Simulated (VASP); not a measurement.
Energy against volume of CsPbCl$_{3}$ (cubic perovskite). Computed with RPBE GGA, VASP's PBE PAW potentials (set 64) (plane waves; VASP).

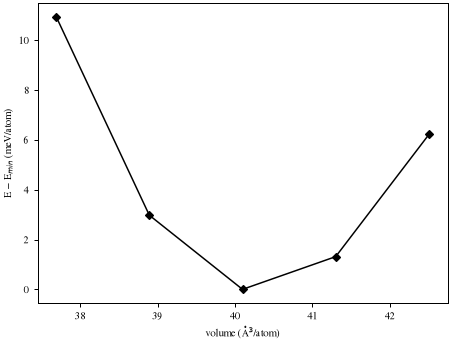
Fig. 1. Energy against volume

**Question.** Estimate the equilibrium volume and the bulk modulus.

**Answer.** The minimum lies near 40.3 Å³/atom, and the curvature gives B0 of about 18 GPa.

The compound is CsPbCl3 in the cubic perovskite structure, the ideal cubic form; the compound distorts at low or room temperature. It was relaxed first, which changed the volume by +14 %.
